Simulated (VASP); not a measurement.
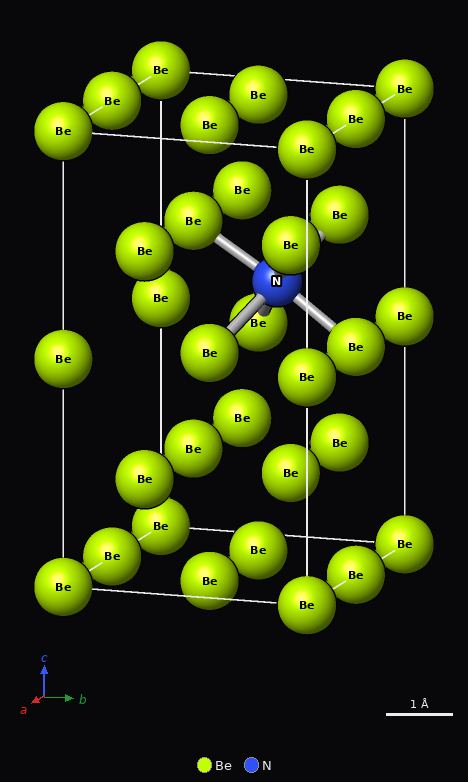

Fig. 1: The input geometry (ball-and-stick view of the cell of the calculation, seen slightly off an axis).

# Geometry relaxation, with input and output: Be16N (part 1 of 4)

- system: Be16N (defect cell, 17 atoms in the cell)
- method: Kohn-Sham DFT of a periodic cell, PBE with D3(BJ), VASP PAW PBE potentials, recommended, no spin polarisation (VASP 6.6.1)

It belongs to a series of runs on one base structure; here: end point A relaxed.

INCAR:
```
SYSTEM = Be16N
PREC = Accurate
ENCUT = 520
EDIFF = 1E-6
ISMEAR = -1
SIGMA = 0.05
LREAL = Auto
LASPH = .TRUE.
NELM = 80
ALGO = Fast
ISIF = 2
LWAVE = .FALSE.
LCHARG = .FALSE.
GGA = PE
IVDW = 12
IBRION = 2
NSW = 80
EDIFFG = -0.03
```

KPOINTS:
```
regular mesh
0
G
  5 5 3
  0 0 0
```

POSCAR:
```
Be16N
1.0
   -2.2900000000     -3.9663960000      0.0000000000
    3.4350000000     -1.9831980000      0.0000000000
    0.0000000000      0.0000000000      7.1768600000
Be N
16 1
Direct
    0.7500000000      0.5000000000      0.0000000000
    0.5000000000      0.3333333000      0.2500000000
    0.7500000000      0.5000000000      0.5000000000
    0.5000000000      0.3333333000      0.7500000000
    0.5000000000      0.0000000000      0.0000000000
    0.2500000000      0.8333333000      0.2500000000
    0.5000000000      0.0000000000      0.5000000000
    0.2500000000      0.8333333000      0.7500000000
    0.2500000000      0.5000000000      0.0000000000
    0.0000000000      0.3333333000      0.2500000000
    0.2500000000      0.5000000000      0.5000000000
    0.0000000000      0.3333333000      0.7500000000
    0.0000000000      0.0000000000      0.0000000000
    0.7500000000      0.8333333000      0.2500000000
    0.0000000000      0.0000000000      0.5000000000
    0.7500000000      0.8333333000      0.7500000000
    0.4910769000      0.6741044000      0.6295877000
```

Run on 1 thread of Intel Xeon (Granite Rapids), 64 GiB of memory available, shared host.

Command:
```bash
cat potpaw_PBE.64/Be/POTCAR potpaw_PBE.64/N/POTCAR > POTCAR
mpirun -np 1 vasp_std > vasp.out
```

OSZICAR:
```
N       E                     dE             d eps       ncg     rms          rms(c)
DAV:   1     0.851897533152E+02    0.85190E+02   -0.15429E+04  2052   0.118E+03
DAV:   2    -0.581548288322E+02   -0.14334E+03   -0.13705E+03  2694   0.223E+02
DAV:   3    -0.696295143105E+02   -0.11475E+02   -0.11322E+02  2653   0.602E+01
DAV:   4    -0.698179117021E+02   -0.18840E+00   -0.18799E+00  2592   0.904E+00
DAV:   5    -0.698197054962E+02   -0.17938E-02   -0.17928E-02  2602   0.852E-01    0.946E+00
RMM:   6    -0.668689028228E+02    0.29508E+01   -0.11199E+01  2073   0.140E+01    0.353E+00
RMM:   7    -0.667505733220E+02    0.11833E+00   -0.86441E-01  2071   0.637E+00    0.244E+00
RMM:   8    -0.666943621203E+02    0.56211E-01   -0.72616E-02  2086   0.214E+00    0.766E-01
RMM:   9    -0.666915337755E+02    0.28283E-02   -0.17466E-02  2060   0.632E-01    0.129E-01
RMM:  10    -0.666916412442E+02   -0.10747E-03   -0.45548E-03  2131   0.321E-01    0.637E-02
RMM:  11    -0.666916205398E+02    0.20704E-04   -0.46753E-04  2113   0.127E-01    0.306E-02
RMM:  12    -0.666916295186E+02   -0.89787E-05   -0.15100E-04  2074   0.595E-02    0.129E-02
RMM:  13    -0.666916246237E+02    0.48949E-05   -0.35068E-05  2087   0.330E-02    0.521E-03
RMM:  14    -0.666916255464E+02   -0.92265E-06   -0.45442E-06  1595   0.106E-02
   1 F= -.72600659E+02 E0= -.72590075E+02  d E =-.726007E+02
       N       E                     dE             d eps       ncg     rms          rms(c)
DAV:   1    -0.670903975764E+02   -0.39877E+00   -0.40420E+01  2091   0.374E+01    0.154E+00
RMM:   2    -0.670816641020E+02    0.87335E-02   -0.12381E+00  2052   0.670E+00    0.813E-01
RMM:   3    -0.670642720612E+02    0.17392E-01   -0.10281E-01  2063   0.218E+00    0.455E-01
RMM:   4    -0.670611369736E+02    0.31351E-02   -0.32041E-02  2068   0.104E+00    0.146E-01
RMM:   5    -0.670613865592E+02   -0.24959E-03   -0.42299E-03  2123   0.454E-01    0.768E-02
RMM:   6    -0.670614232103E+02   -0.36651E-04   -0.68063E-04  2089   0.157E-01    0.212E-02
RMM:   7    -0.670614312229E+02   -0.80126E-05   -0.11729E-04  2143   0.642E-02    0.978E-03
RMM:   8    -0.670614320275E+02   -0.80465E-06   -0.19515E-05  2092   0.256E-02    0.341E-03
RMM:   9    -0.670614322557E+02   -0.22819E-06   -0.38363E-06  1563   0.105E-02
   2 F= -.72970535E+02 E0= -.72959441E+02  d E =-.369876E+00
       N       E                     dE             d eps       ncg     rms          rms(c)
DAV:   1    -0.670616814991E+02   -0.24947E-03   -0.29650E-02  2532   0.101E+00    0.399E-02
RMM:   2    -0.670616835148E+02   -0.20157E-05   -0.93269E-04  2052   0.180E-01    0.209E-02
RMM:   3    -0.670616703412E+02    0.13174E-04   -0.78544E-05  2063   0.597E-02    0.101E-02
RMM:   4    -0.670616688106E+02    0.15306E-05   -0.18884E-05  2083   0.258E-02    0.378E-03
RMM:   5    -0.670616689216E+02   -0.11097E-06   -0.27803E-06  1470   0.115E-02
   3 F= -.72970764E+02 E0= -.72959646E+02  d E =-.370105E+00
       N       E                     dE             d eps       ncg     rms          rms(c)
DAV:   1    -0.672124719281E+02   -0.15080E+00   -0.92409E+00  2064   0.174E+01    0.772E-01
RMM:   2    -0.672039997281E+02    0.84722E-02   -0.29880E-01  2052   0.315E+00    0.386E-01
RMM:   3    -0.671997727721E+02    0.42270E-02   -0.24414E-02  2059   0.104E+00    0.200E-01
RMM:   4    -0.671990180362E+02    0.75474E-03   -0.77976E-03  2067   0.507E-01    0.529E-02
RMM:   5    -0.671990729687E+02   -0.54932E-04   -0.10147E-03  2120   0.221E-01    0.308E-02
RMM:   6    -0.671990790614E+02   -0.60927E-05   -0.16423E-04  2081   0.735E-02    0.874E-03
RMM:   7    -0.671990808279E+02   -0.17665E-05   -0.30077E-05  2128   0.302E-02    0.535E-03
RMM:   8    -0.671990810457E+02   -0.21775E-06   -0.47959E-06  1664   0.126E-02
   4 F= -.73108159E+02 E0= -.73097711E+02  d E =-.137395E+00
       N       E                     dE             d eps       ncg     rms          rms(c)
DAV:   1    -0.672014347797E+02   -0.23540E-02   -0.19423E-01  2264   0.252E+00    0.110E-01
RMM:   2    -0.672012901405E+02    0.14464E-03   -0.62273E-03  2052   0.451E-01    0.544E-02
RMM:   3    -0.672012038194E+02    0.86321E-04   -0.48923E-04  2055   0.147E-01    0.273E-02
RMM:   4    -0.672011899062E+02    0.13913E-04   -0.14901E-04  2070   0.704E-02    0.748E-03
RMM:   5    -0.672011910622E+02   -0.11560E-05   -0.19637E-05  2112   0.308E-02    0.416E-03
RMM:   6    -0.672011912949E+02   -0.23272E-06   -0.31695E-06  1527   0.104E-02
   5 F= -.73110303E+02 E0= -.73099888E+02  d E =-.139539E+00
       N       E                     dE             d eps       ncg     rms          rms(c)
DAV:   1    -0.672418278637E+02   -0.40637E-01   -0.91663E-01  2088   0.515E+00    0.293E-01
RMM:   2    -0.672389154282E+02    0.29124E-02   -0.43207E-02  2052   0.128E+00    0.168E-01
RMM:   3    -0.672378387968E+02    0.10766E-02   -0.57489E-03  2052   0.467E-01    0.625E-02
RMM:   4    -0.672378658823E+02   -0.27085E-04   -0.81325E-04  2125   0.170E-01    0.442E-02
RMM:   5    -0.672378725576E+02   -0.66753E-05   -0.29573E-04  2057   0.965E-02    0.225E-02
RMM:   6    -0.672378552971E+02    0.17260E-04   -0.10911E-04  2055   0.572E-02    0.564E-03
RMM:   7    -0.672378549999E+02    0.29722E-06   -0.94515E-06  1895   0.215E-02
   6 F= -.73146676E+02 E0= -.73136562E+02  d E =-.363730E-01
       N       E                     dE             d eps       ncg     rms          rms(c)
DAV:   1    -0.672405343129E+02   -0.26790E-02   -0.87708E-02  2262   0.160E+00    0.896E-02
RMM:   2    -0.672402830394E+02    0.25127E-03   -0.41981E-03  2052   0.396E-01    0.526E-02
RMM:   3    -0.672401793056E+02    0.10373E-03   -0.54540E-04  2055   0.145E-01    0.195E-02
RMM:   4    -0.672401827590E+02   -0.34534E-05   -0.81099E-05  2126   0.525E-02    0.139E-02
RMM:   5    -0.672401840632E+02   -0.13042E-05   -0.29382E-05  2059   0.304E-02    0.725E-03
RMM:   6    -0.672401823827E+02    0.16805E-05   -0.11317E-05  2007   0.183E-02    0.181E-03
RMM:   7    -0.672401823621E+02    0.20646E-07   -0.90573E-07  1360   0.689E-03
   7 F= -.73148910E+02 E0= -.73138863E+02  d E =-.386072E-01
       N       E                     dE             d eps       ncg     rms          rms(c)
DAV:   1    -0.672467315634E+02   -0.65492E-02   -0.89472E-01  2058   0.561E+00    0.207E-01
RMM:   2    -0.672469657504E+02   -0.23419E-03   -0.21962E-02  2052   0.822E-01    0.112E-01
RMM:   3    -0.672465386658E+02    0.42708E-03   -0.23213E-03  2054   0.292E-01    0.451E-02
RMM:   4    -0.672465225104E+02    0.16155E-04   -0.45291E-04  2093   0.138E-01    0.165E-02
RMM:   5    -0.672465261785E+02   -0.36682E-05   -0.69346E-05  2104   0.590E-02    0.656E-03
RMM:   6    -0.672465270507E+02   -0.87217E-06   -0.10993E-05  2072   0.213E-02    0.191E-03
RMM:   7    -0.672465271592E+02   -0.10850E-06   -0.18979E-06  1428   0.853E-03
   8 F= -.73155237E+02 E0= -.73145186E+02  d E =-.632641E-02
       N       E                     dE             d eps       ncg     rms          rms(c)
DAV:   1    -0.672465327505E+02   -0.56999E-05   -0.75691E-04  2623   0.163E-01    0.613E-03
RMM:   2    -0.672465329686E+02   -0.21807E-06   -0.19542E-05  2041   0.246E-02    0.334E-03
RMM:   3    -0.672465326095E+02    0.35909E-06   -0.21390E-06  1366   0.892E-03
   9 F= -.73155242E+02 E0= -.73145190E+02  d E =-.633125E-02
       N       E                     dE             d eps       ncg     rms          rms(c)
DAV:   1    -0.672497222397E+02   -0.31893E-02   -0.25219E-01  2055   0.288E+00    0.126E-01
RMM:   2    -0.672495356020E+02    0.18664E-03   -0.76673E-03  2052   0.498E-01    0.664E-02
RMM:   3    -0.672493631611E+02    0.17244E-03   -0.84623E-04  2053   0.176E-01    0.260E-02
RMM:   4    -0.672493603687E+02    0.27924E-05   -0.15227E-04  2103   0.767E-02    0.113E-02
RMM:   5    -0.672493609718E+02   -0.60305E-06   -0.23513E-05  2096   0.330E-02    0.450E-03
RMM:   6    -0.672493610986E+02   -0.12684E-06   -0.41151E-06  1592   0.128E-02
  10 F= -.73158098E+02 E0= -.73148027E+02  d E =-.285622E-02
       N       E                     dE             d eps       ncg     rms          rms(c)
DAV:   1    -0.672493622088E+02   -0.12371E-05   -0.17958E-04  2560   0.770E-02    0.335E-03
RMM:   2    -0.672493621187E+02    0.90134E-07   -0.59628E-06  1809   0.131E-02
  11 F= -.73158100E+02 E0= -.73148028E+02  d E =-.285794E-02
       N       E                     dE             d eps       ncg     rms          rms(c)
DAV:   1    -0.672502152606E+02   -0.85305E-03   -0.41870E-02  2052   0.116E+00    0.532E-02
RMM:   2    -0.672501676214E+02    0.47639E-04   -0.12608E-03  2052   0.196E-01    0.265E-02
RMM:   3    -0.672501424315E+02    0.25190E-04   -0.12638E-04  2053   0.675E-02    0.113E-02
RMM:   4    -0.672501410079E+02    0.14237E-05   -0.31289E-05  2080   0.333E-02    0.352E-03
RMM:   5    -0.672501412289E+02   -0.22100E-06   -0.42377E-06  1610   0.150E-02
  12 F= -.73158870E+02 E0= -.73148834E+02  d E =-.769973E-03
       N       E                     dE             d eps       ncg     rms          rms(c)
DAV:   1    -0.672501798099E+02   -0.38802E-04   -0.27184E-03  2325   0.295E-01    0.134E-02
RMM:   2    -0.672501769270E+02    0.28829E-05   -0.82915E-05  2052   0.509E-02    0.673E-03
RMM:   3    -0.672501754185E+02    0.15085E-05   -0.85182E-06  2039   0.178E-02    0.293E-03
RMM:   4    -0.672501753632E+02    0.55223E-07   -0.21612E-06  1444   0.879E-03
  13 F= -.73158901E+02 E0= -.73148874E+02  d E =-.801759E-03
       N       E                     dE             d eps       ncg     rms          rms(c)
DAV:   1    -0.672506611329E+02   -0.48571E-03   -0.64333E-02  2052   0.151E+00    0.510E-02
RMM:   2    -0.672506750692E+02   -0.13936E-04   -0.13832E-03  2052   0.208E-01    0.274E-02
RMM:   3    -0.672506527228E+02    0.22346E-04   -0.13316E-04  2062   0.732E-02    0.128E-02
RMM:   4    -0.672506505980E+02    0.21248E-05   -0.34286E-05  2089   0.349E-02    0.432E-03
RMM:   5    -0.672506508058E+02   -0.20785E-06   -0.46280E-06  1666   0.154E-02
  14 F= -.73159362E+02 E0= -.73149398E+02  d E =-.461070E-03
```

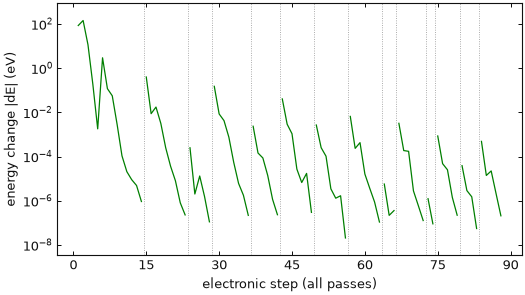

Fig. 2: Convergence of the self-consistent field: energy change |dE| against the electronic step. Each stretch between dotted lines is the SCF of one geometry step of a relaxation. The 14 ionic steps take 2 to 14 electronic steps each. The density is held fixed in the first few steps, and dE rises again when its update begins.

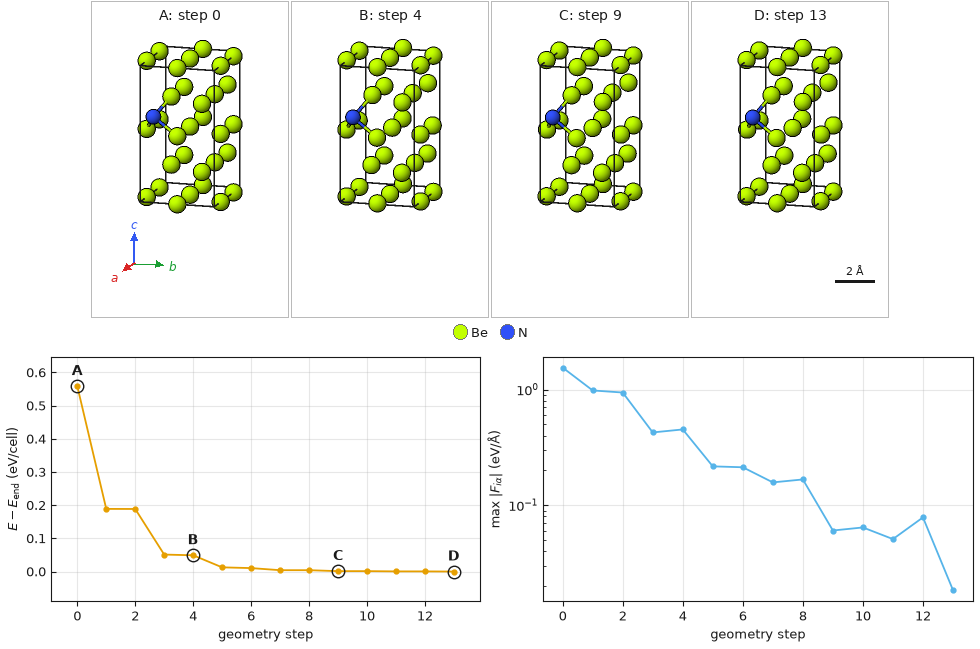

Fig. 3: Frames of the relaxation (ball-and-stick view of the cell of the calculation (origin shifted), seen slightly off an axis) above the curves, on which the letters mark them (steps are counted from 0).

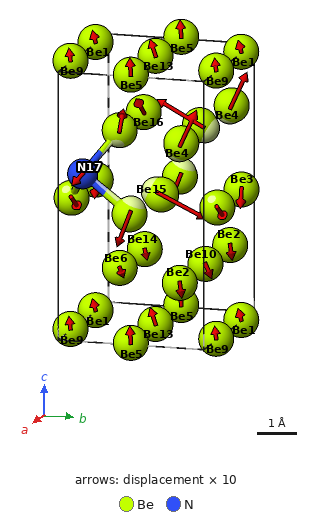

Fig. 4: Start (faint) and end (solid) with the displacements as red arrows, magnified 10 times (ball-and-stick view of the cell of the calculation (origin shifted), seen slightly off an axis). The largest moves, 0.15 Å, are those of Be12 and Be15. By element the largest moves are Be 0.15 Å, N 0.05 Å. The cell doesn't change. Among the contacts that change: Be8–N17 1.538 → 1.660 Å, Be11–N17 1.600 → 1.661 Å, Be7–N17 1.593 → 1.623 Å, Be4–N17 1.605 → 1.624 Å. Among the angles that change: Be3–N17–Be4 86.2° → 92.2°, Be4–N17–Be8 93.5° → 87.6°, Be4–N17–Be11 88.1° → 92.2°. The energy falls by 0.559 eV per cell of the calculation in 13 geometry steps. Largest force component: 1.5 eV/Å at the start, 0.018 eV/Å at the end. (Atoms are counted from 1 in the order of the input.)

Parts of OUTCAR:
```
SYSTEM = Be16N
   PREC = Accurate
   ENCUT = 520
   EDIFF = 1E-6
   ISMEAR = -1
   LREAL = Auto
   LASPH = .TRUE.
   NELM = 80
   ISIF = 2
   GGA = PE
   IVDW = 12
   IBRION = 2
   NSW = 80
   EDIFFG = -0.03
 IVDW          = 12
 VDW_S6        =  1.00000000  s6, scaling of the dipole-dipole dispersion
 VDW_S8        =  0.78750002  s8, scaling of the dipole-quadrupole dispersion
 VDW_A1        =  0.42890000  a1, scaling of the critical radii
 VDW_A2        =  4.44070005  a2, offset of the critical radii
 VDW_RADIUS    = 50.20216178  two-body interaction cutoff (in Angstroms)
 VDW_CNRADIUS  = 21.16708996  CN, coordination number cutoff (in Angstroms)

 ion  position               nearest neighbor table
   1  0.750  0.500  0.000-  14 2.23  16 2.23   2 2.23   4 2.23  10 2.23  12 2.23   9 2.29  13 2.29
                             5 2.29   9 2.29  13 2.29   5 2.29
   2  0.500  0.333  0.250-   5 2.23   7 2.23   1 2.23   3 2.23   9 2.23  11 2.23  10 2.29  14 2.29
                             6 2.29  10 2.29  14 2.29   6 2.29
   3  0.750  0.500  0.500-  17 1.66  16 2.23  14 2.23   4 2.23   2 2.23  12 2.23  10 2.23  11 2.29
                            15 2.29   7 2.29  11 2.29  15 2.29   7 2.29
   4  0.500  0.333  0.750-  17 1.60   7 2.23   5 2.23   3 2.23   1 2.23  11 2.23   9 2.23  16 2.29
                            12 2.29   8 2.29  12 2.29  16 2.29   8 2.29
   5  0.500  0.000  0.000-   2 2.23   4 2.23   6 2.23   8 2.23  14 2.23  16 2.23   1 2.29  13 2.29
                             9 2.29  13 2.29   9 2.29   1 2.29
   6  0.250  0.833  0.250-   9 2.23  11 2.23   5 2.23   7 2.23  13 2.23  15 2.23  14 2.29   2 2.29
                            10 2.29  14 2.29  10 2.29   2 2.29
   7  0.500  0.000  0.500-  17 1.59   4 2.23   2 2.23   8 2.23   6 2.23  16 2.23  14 2.23   3 2.29
                            15 2.29  11 2.29  15 2.29  11 2.29   3 2.29
   8  0.250  0.833  0.750-  17 1.54  11 2.23   9 2.23   7 2.23   5 2.23  15 2.23  13 2.23  16 2.29
                             4 2.29  12 2.29  16 2.29  12 2.29   4 2.29
   9  0.250  0.500  0.000-   6 2.23   8 2.23  10 2.23  12 2.23   2 2.23   4 2.23   1 2.29   5 2.29
                            13 2.29   1 2.29  13 2.29   5 2.29
  10  0.000  0.333  0.250-  13 2.23  15 2.23   9 2.23  11 2.23   1 2.23   3 2.23   2 2.29   6 2.29
                            14 2.29   2 2.29  14 2.29   6 2.29
  11  0.250  0.500  0.500-  17 1.60   8 2.23   6 2.23  12 2.23  10 2.23   4 2.23   2 2.23   3 2.29
                             7 2.29  15 2.29   3 2.29  15 2.29   7 2.29
  12  0.000  0.333  0.750-  13 2.23  15 2.23   9 2.23  11 2.23   1 2.23   3 2.23   4 2.29   8 2.29
                            16 2.29   4 2.29  16 2.29   8 2.29
  13  0.000  0.000  0.000-  10 2.23  12 2.23  14 2.23  16 2.23   6 2.23   8 2.23   5 2.29   9 2.29
                             1 2.29   5 2.29   9 2.29   1 2.29
  14  0.750  0.833  0.250-   1 2.23   3 2.23  13 2.23  15 2.23   5 2.23   7 2.23   6 2.29  10 2.29
                             2 2.29   6 2.29  10 2.29   2 2.29
  15  0.000  0.000  0.500-  10 2.23  12 2.23  14 2.23  16 2.23   6 2.23   8 2.23  11 2.29   7 2.29
                             3 2.29   7 2.29  11 2.29   3 2.29
  16  0.750  0.833  0.750-  17 1.60   3 2.23   1 2.23  15 2.23  13 2.23   7 2.23   5 2.23  12 2.29
                             8 2.29   4 2.29   8 2.29  12 2.29   4 2.29
  17  0.491  0.674  0.630-   8 1.54   7 1.59  16 1.60  11 1.60   4 1.60   3 1.66

  LATTYP: Found a simple orthorhombic cell.
 ALAT       =     3.9663962620
 B/A-ratio  =     1.1547004875
 C/A-ratio  =     1.8094157835

  Lattice vectors:

 A1 = (  -3.4350000000,   1.9831980000,   0.0000000000)
 A2 = (  -2.2900000000,  -3.9663960000,   0.0000000000)
 A3 = (   0.0000000000,   0.0000000000,   7.1768600000)

Analysis of symmetry for initial positions (statically):
=====================================================================
 Subroutine PRICEL returns:
 Original cell was already a primitive cell.

 Routine SETGRP: Setting up the symmetry group for a
 simple orthorhombic supercell.
```
